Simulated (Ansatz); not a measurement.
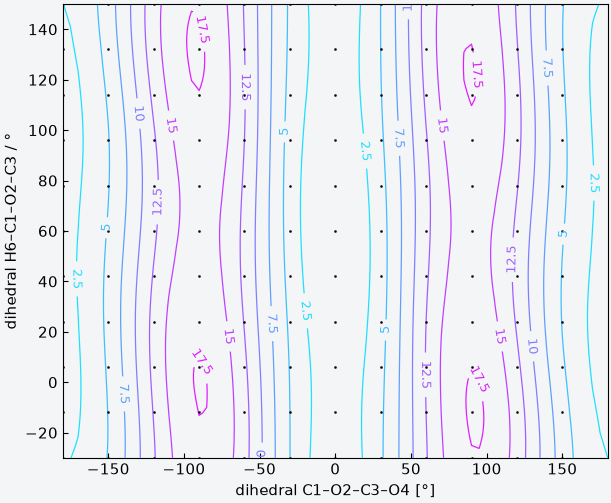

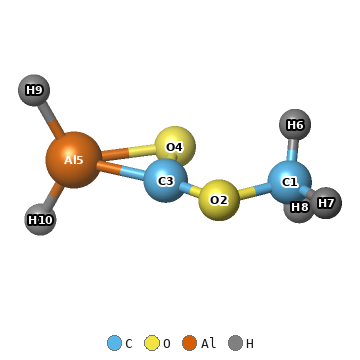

Energy landscape of C2H5AlO2. First axis: dihedral C1–O2–C3–O4. Second axis: dihedral H6–C1–O2–C3. Nothing is relaxed (all other coordinates rigid). The grid has 12 × 11 points. Points are written as (first, second). Energies: kcal/mol, counted from the lowest grid point. The calculation used Ansatz, RKS PBE0-D4/def2-TZVP.

In the figure: contour lines labelled in kcal/mol, dots at the grid points. Between grid points the surface is interpolated. The second picture is the structure at the lowest point.

> What does the map say about the system?

The lowest grid point is at (0°, 60°). The energy also falls towards the edge at (0°, −30°) (1.1 kcal/mol above the lowest) and (0°, 150°) (1.2 kcal/mol above the lowest), where a further well may lie outside the range. The highest grid point, (−90°, 132°), lies 17.7 kcal/mol above the lowest. On the interpolated surface the easiest way out of the lowest well to its copy in the next cell or period passes a barrier of about 16 kcal/mol.

Time for the 132 points that were run: 22 min on 1 thread of Arm Neoverse V2, with other jobs on the host.
